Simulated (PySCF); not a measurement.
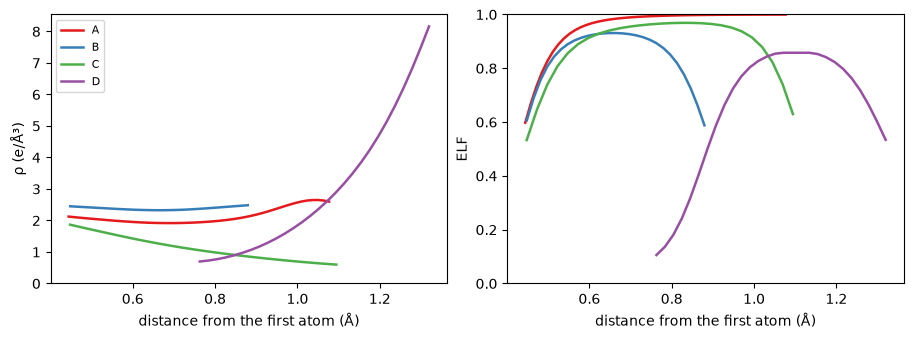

The picture shows: C$_{4}$H$_{6}$AlF (SMILES C=C[C](=C)[AlH][F]). Electron density and ELF along straight lines between neighbouring atoms. The curves leave out the atomic cores.

Geometry: GFN2-xTB.

Method: PySCF, PBE0/def2-SVPD, SCF density, gas phase.

The calculation's input:

```
{"job": {"kind": "uv", "xc": "PBE0", "basis": "def2-SVPD", "nstates": 8, "ntriplets": 3}, "charge": 0, "multiplicity": 1}
C     -1.715769     0.985266    -0.245554
C     -1.142248    -0.184126    -0.502210
C      0.229557    -0.462396    -0.102685
C      0.810735    -1.643619    -0.364208
Al     1.357877     0.867496     0.855356
F      2.899828     0.439941     1.255815
H     -1.161977     1.757212     0.271572
H     -2.728712     1.214007    -0.530843
H     -1.684079    -0.969393    -1.019638
H      0.306205    -2.451826    -0.878471
H      1.831746    -1.839828    -0.062328
H      0.998034     2.286578     1.297168
```

Run with:

```sh
OMP_NUM_THREADS=1 python probes_run.py task.json out
```

**Which curve belongs to which contact (Al–F, C–Al, C–C and C–H)? The first atom named is at distance zero.**

Curve A: C–H (1.08 Å): the density is about 2 e/Å³ at the midpoint; the ELF climbs to about 1 towards the hydrogen, as it does in any bond to H (an ordinary covalent bond to hydrogen). Curve B: C–C (1.33 Å): ρ is about 2.3 e/Å³ halfway; the ELF peaks at about 0.95 between the atoms (a multiple bond). Curve C: C–Al (1.99 Å): ρ is about 0.7 e/Å³ halfway; the ELF peaks at about 0.95 between the atoms, as expected for a polar covalent bond. Curve D: Al–F (1.65 Å): ρ at the midpoint is about 0.82 e/Å³; the ELF peaks at about 0.85 in the valence shell of F, 0.6 Å from its nucleus, and is about 0.25 at the midpoint.
